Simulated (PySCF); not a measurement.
Vertical excitations of a molecule C2H5BO2 from TDA-ωB97X/def2-SVPD (PySCF 2.14.0), as energy in eV (oscillator strength): 6.92 (0.000), 7.34 (0.511), 7.89 (0.044), 8.36 (0.000), 8.54 (0.123), 8.62 (0.002), 8.82 (0.030), 9.01 (0.000), 9.05 (0.039), 9.22 (0.003). Lowest triplet (TDA): 4.06 eV. Coordinates come from a B3LYP-D3(BJ)/def2-SVP optimisation. The values are those of a single conformer.

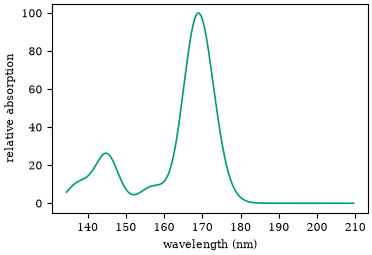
Fig. 1. The lines broadened by 0.4 eV.

Task: Which structure fits?
(A) CB1OCO1
(B) C=CB(O)O
(C) OB1COC1
(D) BOC(C)=O

Result: B, C=CB(O)O
